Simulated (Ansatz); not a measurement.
Process, species as SMILES: C=[C]F → C=[C-]F (an electron is taken up)
B3LYP-D3(BJ)/def2-TZVP geometries, fixed; electronic energies without zero-point terms; positive where energy is released.

Basis-set convergence of the adiabatic electron affinity at HF with Ansatz (a first-principles code). Cartesian d functions, on some or all atoms, in 6-31G*; all else is spherical. An unrestricted Hartree-Fock determinant is markedly spin-contaminated. Open shells are unrestricted. No added dispersion term, no relativity. Functions are those of the species that has most. Reference: the value in aug-pcseg-3, 0.021 eV, itself unsure by roughly 0.006 eV (its mean distance from aug-cc-pVQZ, def2-QZVPPD). Deviations are taken from unrounded values.

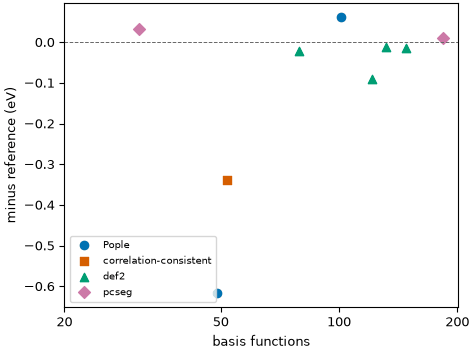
Fig. 1. Deviation from the reference against the number of basis functions, by family of sets.

```json
[
 {"basis": "pcseg-0", "functions": "31", "adiabatic electron affinity (eV)": "0.054", "minus reference (eV)": "0.033"},
 {"basis": "6-31G*", "functions": "49", "adiabatic electron affinity (eV)": "-0.596", "minus reference (eV)": "-0.617"},
 {"basis": "cc-pVDZ", "functions": "52", "adiabatic electron affinity (eV)": "-0.319", "minus reference (eV)": "-0.340"},
 {"basis": "def2-SVPD", "functions": "79", "adiabatic electron affinity (eV)": "-0.002", "minus reference (eV)": "-0.023"},
 {"basis": "6-311++G(2d,2p)", "functions": "101", "adiabatic electron affinity (eV)": "0.083", "minus reference (eV)": "0.062"},
 {"basis": "def2-TZVPP", "functions": "121", "adiabatic electron affinity (eV)": "-0.069", "minus reference (eV)": "-0.090"},
 {"basis": "def2-TZVPD", "functions": "132", "adiabatic electron affinity (eV)": "0.009", "minus reference (eV)": "-0.012"},
 {"basis": "def2-TZVPPD", "functions": "148", "adiabatic electron affinity (eV)": "0.006", "minus reference (eV)": "-0.015"},
 {"basis": "aug-pcseg-2", "functions": "184", "adiabatic electron affinity (eV)": "0.030", "minus reference (eV)": "0.009"}
]
```
